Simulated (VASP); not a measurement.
Band structure of Mg2SeS (space group P-4m2). Level of theory: LDA (Ceperley-Alder, Perdew-Zunger) with spin-orbit coupling, VASP's LDA PAW potentials (set 64) (plane waves; VASP).

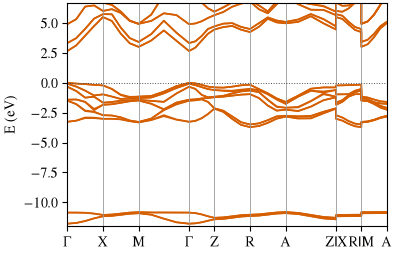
Figure: Bands along high-symmetry lines, zero at the valence-band maximum or, without a gap, the Fermi level

**Question.** Read the plot: is there a gap, and where are the band edges?

**Answer.** The gap is direct, 2.66 eV, from the valence maximum at Γ to the conduction minimum at Γ.

The structure comes from a computed database's Mg2SeS entry (P-4m2); how it stands against other phases isn't given here. It was relaxed first.
